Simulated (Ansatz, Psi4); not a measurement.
Intermolecular potential of H3B ··· HF (SMILES B and F). Monomers: optimised at B3LYP-D3(BJ) (def2-TZVP), held rigid. Orientation: lowest of the rigid-body minima from ten starts at GFN2-xTB. The monomers approach along the line of their centres of mass (distance R); nothing else relaxes.

Computed with: SAPT0/jun-cc-pVDZ, frozen core (Psi4); MP2/aug-cc-pVTZ = Psi4 with DF-MP2/aug-cc-pVTZ, frozen core, counterpoise-corrected; PBE/def2-TZVP, counterpoise-corrected (Psi4); wB97M-V/def2-TZVP, counterpoise-corrected (Psi4); CCSD(T)/aug-cc-pVDZ = CCSD(T) on RHF/aug-cc-pVDZ, frozen core, counterpoise-corrected (Ansatz, an electronic-structure program).

Cost and agreement with CCSD(T)/aug-cc-pVDZ over the 10 points of the scan, with CCSD(T)/aug-cc-pVDZ as yardstick. Costs are rough ratios of core time within Psi4 on shared cores, each with its mean field (Kohn-Sham runs search longer for lower solutions than correlated ones do); the miss is the largest difference from CCSD(T) of the interaction energy, in kcal/mol.

Question: Which is the cheapest of these levels that stays within 1.8 kcal/mol of CCSD(T)/aug-cc-pVDZ?

Answer: SAPT0/jun-cc-pVDZ.

Question: Which of them comes closest to CCSD(T)/aug-cc-pVDZ within 20 times the cost of the cheapest?

Answer: MP2/aug-cc-pVTZ, 0.68 kcal/mol off at most.

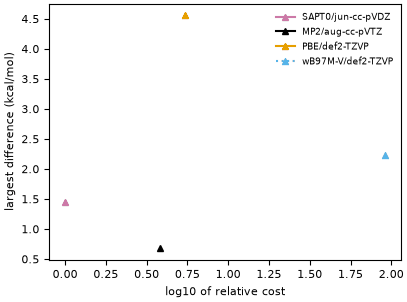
Figure: Miss against cost, one point a level.

| level | relative cost | largest difference |
|---|---|---|
| SAPT0/jun-cc-pVDZ | 1 | 1.45 |
| MP2/aug-cc-pVTZ | 4 | 0.68 |
| PBE/def2-TZVP | 5 | 4.56 |
| wB97M-V/def2-TZVP | 90 | 2.23 |

Costs within a factor of two of each other count as equal.
